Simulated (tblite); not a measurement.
## Geometry relaxation, with input and output: C$_{2}$H$_{6}$BBrSi (part 4 of 4)

The same run, continued: C$_{2}$H$_{6}$BBrSi, SMILES C=CB[SiH2]Br; GFN2-xTB geometry optimisation, gas phase (tblite 0.8.0). It belongs to a series of runs on one base structure; here: H on B replaced by vinyl.

Geometry of the input (Å):
```
C  -2.2252  0.1178  -0.4484
C  -0.9232  0.3483  -0.4769
B  0.0821  -0.5447  0.3676
Si 1.9779  -0.1728  0.3024
Br 2.3628  1.9143  1.0547
H  -2.9025  0.7484  -1.0353
H  -2.6624  -0.6793  0.1415
H  -0.5161  1.1597  -1.0658
H  -0.3251  -1.4335  1.0316
H  2.6792  -1.1428  1.1763
H  2.4579  -0.3127  -1.0736
```

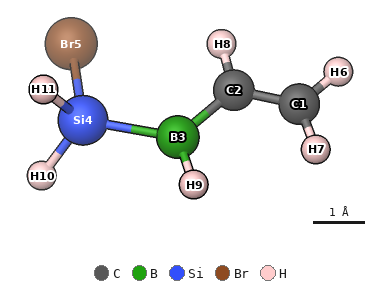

Figure 1. The geometry at step 84 of the log (ball-and-stick view, seen at a tilt; atoms are numbered from 1 in the order of the input).

Trajectory as extended XYZ, continued
```
11
Properties=species:S:1:pos:R:3:forces:R:3 step=73 energy=-391.17409
C    -2.2655    0.1862   -0.3877    0.0450   0.0260   0.0210
C    -0.9404    0.3544   -0.3399    0.0480   0.0190   0.0550
B     0.0622   -0.6758    0.2171    0.0120  -0.0690  -0.0460
Si    1.9751   -0.2835    0.3561   -0.0880  -0.0860   0.0310
Br    2.2549    1.9440    0.3993    0.0590   0.1030   0.0580
H    -2.9219    0.9589   -0.7525   -0.0820   0.0260  -0.0460
H    -2.7454   -0.7157   -0.0511   -0.0040  -0.1240   0.0470
H    -0.5856    1.3153   -0.6955    0.1000   0.0800  -0.0230
H    -0.3425   -1.7347    0.5212   -0.0370  -0.0190   0.0210
H     2.7399   -0.7294    1.5367   -0.0860   0.1010  -0.1510
H     2.7746   -0.6171   -0.8296    0.0330  -0.0580   0.0320
11
Properties=species:S:1:pos:R:3:forces:R:3 step=75 energy=-391.17556
C    -2.2586    0.1915   -0.3815   -0.0480  -0.0300   0.0010
C    -0.9322    0.3599   -0.3313    0.0170  -0.0080   0.0000
B     0.0599   -0.6951    0.2084   -0.0910   0.0320   0.0030
Si    1.9638   -0.2887    0.3635    0.0320   0.1180  -0.0190
Br    2.2600    1.9573    0.3765    0.0040  -0.1260   0.0570
H    -2.9211    0.9638   -0.7495    0.0170  -0.0710   0.0320
H    -2.7380   -0.7210   -0.0493    0.0970   0.0940  -0.0270
H    -0.5658    1.3246   -0.6835    0.0050  -0.1040   0.0570
H    -0.3496   -1.7602    0.4984   -0.0070   0.0790  -0.0260
H     2.7306   -0.7060    1.5511   -0.0720   0.0780  -0.1470
H     2.7564   -0.6234   -0.8286    0.0460  -0.0620   0.0670
11
Properties=species:S:1:pos:R:3:forces:R:3 step=76 energy=-391.17856
C    -2.2587    0.1862   -0.3891   -0.0140  -0.0010  -0.0060
C    -0.9326    0.3555   -0.3408   -0.0170   0.0050  -0.0100
B     0.0570   -0.6828    0.2252   -0.0270   0.0630  -0.0150
Si    1.9630   -0.2865    0.3541   -0.0180   0.0710  -0.0450
Br    2.2711    1.9453    0.4424    0.0070   0.0080   0.0410
H    -2.9211    0.9455   -0.7794   -0.0030  -0.0260   0.0120
H    -2.7378   -0.7145   -0.0336    0.0640   0.0170   0.0020
H    -0.5637    1.3066   -0.7182    0.0160  -0.0140   0.0260
H    -0.3566   -1.7283    0.5520   -0.0550  -0.0680   0.0200
H     2.7427   -0.7339    1.5133   -0.0110   0.0210  -0.0410
H     2.7420   -0.5904   -0.8518    0.0580  -0.0760   0.0160
11
Properties=species:S:1:pos:R:3:forces:R:3 step=77 energy=-391.17885
C    -2.2639    0.1829   -0.3849    0.0350   0.0240   0.0000
C    -0.9391    0.3622   -0.3398   -0.0420  -0.0120   0.0110
B     0.0591   -0.6701    0.2161   -0.0470  -0.1640   0.0040
Si    1.9671   -0.2784    0.3635   -0.0780   0.0120  -0.1050
Br    2.3025    1.9454    0.4168    0.0080   0.0560   0.0430
H    -2.9335    0.9411   -0.7604   -0.0320   0.0110  -0.0190
H    -2.7333   -0.7230   -0.0373    0.0290  -0.0540   0.0310
H    -0.5805    1.3171   -0.7088    0.0510   0.0750  -0.0010
H    -0.3507   -1.7378    0.5039    0.0240   0.0990  -0.0030
H     2.7241   -0.7216    1.5367    0.0140   0.0170  -0.0140
H     2.7536   -0.6150   -0.8318    0.0360  -0.0640   0.0520
11
Properties=species:S:1:pos:R:3:forces:R:3 step=79 energy=-391.18237
C    -2.2648    0.1833   -0.3768   -0.0270   0.0020   0.0020
C    -0.9411    0.3723   -0.3366    0.0090   0.0320  -0.0140
B     0.0620   -0.6731    0.1914   -0.0190   0.0580  -0.0390
Si    1.9685   -0.2858    0.3571   -0.0090   0.0570  -0.0610
Br    2.3001    1.9442    0.3812    0.0070  -0.0020   0.0290
H    -2.9478    0.9439   -0.7304    0.0290  -0.0560   0.0160
H    -2.7193   -0.7397   -0.0456    0.0450   0.0410  -0.0070
H    -0.5877    1.3400   -0.6866    0.0120  -0.0230   0.0360
H    -0.3474   -1.7348    0.4663   -0.0430  -0.0890   0.0340
H     2.6967   -0.6981    1.5648   -0.0180   0.0240  -0.0800
H     2.7861   -0.6495   -0.8109    0.0140  -0.0430   0.0850
11
Properties=species:S:1:pos:R:3:forces:R:3 step=80 energy=-391.18419
C    -2.2664    0.1819   -0.3719   -0.0460  -0.0040   0.0010
C    -0.9440    0.3805   -0.3359    0.0280   0.0470  -0.0240
B     0.0623   -0.6696    0.1768   -0.0110   0.0920  -0.0470
Si    1.9679   -0.2852    0.3536    0.0230   0.0600  -0.0530
Br    2.3132    1.9446    0.3674    0.0000  -0.0300   0.0120
H    -2.9598    0.9395   -0.7138    0.0500  -0.0770   0.0270
H    -2.7071   -0.7512   -0.0471    0.0350   0.0770  -0.0210
H    -0.5947    1.3539   -0.6772   -0.0080  -0.0530   0.0470
H    -0.3470   -1.7335    0.4391   -0.0440  -0.1110   0.0380
H     2.6768   -0.6842    1.5776   -0.0190   0.0160  -0.0810
H     2.8041   -0.6741   -0.7946   -0.0080  -0.0160   0.0990
11
Properties=species:S:1:pos:R:3:forces:R:3 step=81 energy=-391.18603
C    -2.2681    0.1800   -0.3690   -0.0330   0.0010   0.0010
C    -0.9471    0.3874   -0.3372    0.0380   0.0450  -0.0220
B     0.0610   -0.6644    0.1662    0.0010   0.0690  -0.0410
Si    1.9662   -0.2817    0.3479    0.0330   0.0420  -0.0340
Br    2.3273    1.9457    0.3656   -0.0080  -0.0410  -0.0070
H    -2.9700    0.9323   -0.7037    0.0430  -0.0670   0.0240
H    -2.6952   -0.7594   -0.0460    0.0060   0.0700  -0.0230
H    -0.6005    1.3635   -0.6729   -0.0220  -0.0480   0.0410
H    -0.3492   -1.7307    0.4234   -0.0240  -0.0840   0.0320
H     2.6620   -0.6766    1.5794   -0.0140   0.0040  -0.0490
H     2.8189   -0.6933   -0.7796   -0.0190   0.0100   0.0770
11
Properties=species:S:1:pos:R:3:forces:R:3 step=83 energy=-391.18748
C    -2.2693    0.1797   -0.3665    0.0210   0.0070   0.0020
C    -0.9492    0.3916   -0.3380    0.0160   0.0030   0.0060
B     0.0606   -0.6623    0.1543   -0.0020  -0.0240  -0.0030
Si    1.9649   -0.2767    0.3408    0.0060  -0.0060   0.0300
Br    2.3305    1.9470    0.3534   -0.0040  -0.0210  -0.0130
H    -2.9750    0.9290   -0.6920   -0.0040  -0.0050   0.0010
H    -2.6893   -0.7624   -0.0494   -0.0260   0.0030  -0.0070
H    -0.6060    1.3706   -0.6622   -0.0070   0.0030   0.0080
H    -0.3491   -1.7332    0.4138    0.0150   0.0140  -0.0010
H     2.6496   -0.6730    1.5775   -0.0200   0.0150  -0.0140
H     2.8378   -0.7075   -0.7576    0.0050   0.0110  -0.0090
11
Properties=species:S:1:pos:R:3:forces:R:3 step=84 energy=-391.18795
C    -2.2703    0.1802   -0.3627    0.0170   0.0020   0.0030
C    -0.9502    0.3942   -0.3354    0.0040  -0.0060   0.0130
B     0.0629   -0.6636    0.1432   -0.0160  -0.0400   0.0060
Si    1.9662   -0.2768    0.3410    0.0270  -0.0280   0.0370
Br    2.3300    1.9469    0.3270    0.0010  -0.0220  -0.0060
H    -2.9783    0.9326   -0.6767    0.0040  -0.0080   0.0030
H    -2.6893   -0.7663   -0.0566   -0.0140   0.0110  -0.0110
H    -0.6115    1.3789   -0.6474    0.0010  -0.0060   0.0070
H    -0.3441   -1.7394    0.3928    0.0230   0.0450  -0.0130
H     2.6369   -0.6631    1.5912   -0.0360   0.0360  -0.0470
H     2.8531   -0.7210   -0.7424   -0.0110   0.0170   0.0070
11
Properties=species:S:1:pos:R:3:forces:R:3 step=86 energy=-391.18899
C    -2.2685    0.1822   -0.3552   -0.0280  -0.0050   0.0000
C    -0.9482    0.3958   -0.3259   -0.0270  -0.0100   0.0060
B     0.0680   -0.6721    0.1240   -0.0350  -0.0180   0.0210
Si    1.9674   -0.2806    0.3392    0.0340  -0.0160   0.0230
Br    2.3227    1.9432    0.2763    0.0070  -0.0120   0.0040
H    -2.9785    0.9414   -0.6499    0.0280  -0.0030   0.0060
H    -2.6941   -0.7695   -0.0719    0.0310   0.0190  -0.0120
H    -0.6142    1.3896   -0.6152    0.0120  -0.0300   0.0100
H    -0.3363   -1.7522    0.3575    0.0160   0.0370  -0.0220
H     2.6095   -0.6356    1.6135   -0.0250   0.0350  -0.0540
H     2.8777   -0.7395   -0.7184   -0.0140   0.0050   0.0180
11
Properties=species:S:1:pos:R:3:forces:R:3 step=87 energy=-391.18946
C    -2.2675    0.1832   -0.3516   -0.0420  -0.0060   0.0010
C    -0.9473    0.3964   -0.3201   -0.0320  -0.0110   0.0010
B     0.0693   -0.6765    0.1163   -0.0310  -0.0100   0.0170
Si    1.9675   -0.2824    0.3375    0.0220  -0.0020   0.0080
Br    2.3211    1.9410    0.2534    0.0080  -0.0080   0.0020
H    -2.9781    0.9451   -0.6372    0.0290   0.0090   0.0020
H    -2.6952   -0.7706   -0.0792    0.0410   0.0080  -0.0080
H    -0.6139    1.3934   -0.5991    0.0140  -0.0320   0.0120
H    -0.3337   -1.7592    0.3382    0.0140   0.0320  -0.0210
H     2.5948   -0.6182    1.6227   -0.0070   0.0200  -0.0350
H     2.8884   -0.7496   -0.7070   -0.0150   0.0000   0.0210
11
Properties=species:S:1:pos:R:3:forces:R:3 step=88 energy=-391.18994
C    -2.2671    0.1841   -0.3471   -0.0430   0.0020   0.0030
C    -0.9473    0.3980   -0.3133   -0.0250  -0.0080  -0.0020
B     0.0702   -0.6803    0.1072   -0.0180  -0.0100   0.0050
Si    1.9676   -0.2839    0.3360    0.0030   0.0100  -0.0120
Br    2.3220    1.9386    0.2250    0.0070  -0.0090  -0.0020
H    -2.9790    0.9488   -0.6204    0.0240   0.0200  -0.0040
H    -2.6938   -0.7731   -0.0879    0.0350  -0.0120  -0.0020
H    -0.6145    1.3989   -0.5792    0.0110  -0.0360   0.0140
H    -0.3309   -1.7675    0.3103    0.0160   0.0370  -0.0170
H     2.5766   -0.5956    1.6342    0.0110   0.0040  -0.0110
H     2.9017   -0.7653   -0.6906   -0.0220   0.0020   0.0280
11
Properties=species:S:1:pos:R:3:forces:R:3 step=90 energy=-391.19061
C    -2.2688    0.1855   -0.3378   -0.0170   0.0130   0.0030
C    -0.9497    0.4018   -0.3014    0.0060  -0.0040   0.0010
B     0.0715   -0.6850    0.0883    0.0040  -0.0150  -0.0200
Si    1.9673   -0.2849    0.3362   -0.0210   0.0210  -0.0210
Br    2.3288    1.9338    0.1680    0.0060  -0.0190  -0.0070
H    -2.9825    0.9560   -0.5869    0.0070   0.0230  -0.0090
H    -2.6885   -0.7803   -0.1043    0.0050  -0.0320   0.0030
H    -0.6180    1.4099   -0.5413    0.0020  -0.0410   0.0170
H    -0.3233   -1.7821    0.2491    0.0200   0.0530  -0.0060
H     2.5441   -0.5529    1.6575    0.0230  -0.0100   0.0050
H     2.9245   -0.7992   -0.6532   -0.0340   0.0100   0.0350
11
Properties=species:S:1:pos:R:3:forces:R:3 step=91 energy=-391.19102
C    -2.2709    0.1863   -0.3331    0.0260   0.0070   0.0000
C    -0.9519    0.4019   -0.2946    0.0190  -0.0070   0.0040
B     0.0718   -0.6869    0.0800    0.0270  -0.0070  -0.0300
Si    1.9660   -0.2838    0.3387   -0.0650   0.0290  -0.0330
Br    2.3346    1.9298    0.1390    0.0050  -0.0020  -0.0100
H    -2.9825    0.9607   -0.5717   -0.0240   0.0340  -0.0120
H    -2.6871   -0.7833   -0.1131   -0.0230  -0.0460   0.0090
H    -0.6189    1.4114   -0.5217   -0.0010  -0.0030   0.0100
H    -0.3171   -1.7880    0.2155    0.0080   0.0220   0.0060
H     2.5313   -0.5305    1.6663    0.0370  -0.0220   0.0530
H     2.9302   -0.8150   -0.6313   -0.0090  -0.0040   0.0020
11
Properties=species:S:1:pos:R:3:forces:R:3 step=92 energy=-391.19132
C    -2.2729    0.1873   -0.3253    0.0170  -0.0260  -0.0020
C    -0.9542    0.4048   -0.2862    0.0350  -0.0210   0.0050
B     0.0745   -0.6894    0.0619    0.0070  -0.0060  -0.0260
Si    1.9650   -0.2829    0.3408   -0.0160   0.0120  -0.0040
Br    2.3423    1.9254    0.0935    0.0040  -0.0180  -0.0060
H    -2.9861    0.9662   -0.5458   -0.0200   0.0130  -0.0020
H    -2.6855   -0.7900   -0.1258   -0.0130   0.0060  -0.0010
H    -0.6239    1.4200   -0.4927   -0.0030  -0.0110   0.0120
H    -0.3080   -1.7971    0.1669    0.0100   0.0460   0.0050
H     2.5083   -0.5006    1.6865    0.0100  -0.0090  -0.0060
H     2.9459   -0.8410   -0.5998   -0.0310   0.0140   0.0250
11
Properties=species:S:1:pos:R:3:forces:R:3 step=94 energy=-391.19174
C    -2.2734    0.1859   -0.3256    0.0000  -0.0100  -0.0060
C    -0.9545    0.4035   -0.2874    0.0010  -0.0040  -0.0020
B     0.0763   -0.6875    0.0584   -0.0040  -0.0040   0.0070
Si    1.9629   -0.2794    0.3461   -0.0040   0.0030  -0.0060
Br    2.3486    1.9249    0.0916    0.0030  -0.0010   0.0010
H    -2.9869    0.9656   -0.5464   -0.0010  -0.0020   0.0070
H    -2.6886   -0.7902   -0.1248    0.0020   0.0080  -0.0060
H    -0.6257    1.4189   -0.4923    0.0000   0.0070   0.0010
H    -0.3040   -1.7944    0.1619    0.0010   0.0050   0.0020
H     2.5122   -0.5040    1.6877    0.0020   0.0010   0.0050
H     2.9385   -0.8405   -0.5953   -0.0010  -0.0020  -0.0020
11
Properties=species:S:1:pos:R:3:forces:R:3 step=95 energy=-391.19175
C    -2.2735    0.1856   -0.3253    0.0010   0.0040  -0.0050
C    -0.9546    0.4036   -0.2868    0.0020   0.0040  -0.0020
B     0.0765   -0.6876    0.0567   -0.0020  -0.0060   0.0060
Si    1.9628   -0.2793    0.3462    0.0010   0.0000   0.0030
Br    2.3497    1.9241    0.0875    0.0030   0.0010   0.0000
H    -2.9873    0.9659   -0.5438    0.0020  -0.0060   0.0070
H    -2.6882   -0.7906   -0.1257   -0.0030  -0.0020  -0.0060
H    -0.6261    1.4198   -0.4893   -0.0020   0.0000   0.0010
H    -0.3031   -1.7950    0.1570    0.0010   0.0040   0.0020
H     2.5100   -0.5007    1.6899   -0.0010   0.0020  -0.0050
H     2.9395   -0.8432   -0.5925   -0.0020  -0.0010  -0.0010
```

Results in brief

| quantity | value |
| --- | --- |
| outcome | converged |
| total energy | −391.1917 eV |
| hardware | 1 CPU thread, shared host |
| wall time | 0.86 s |
| peak memory | 0.18 GiB |
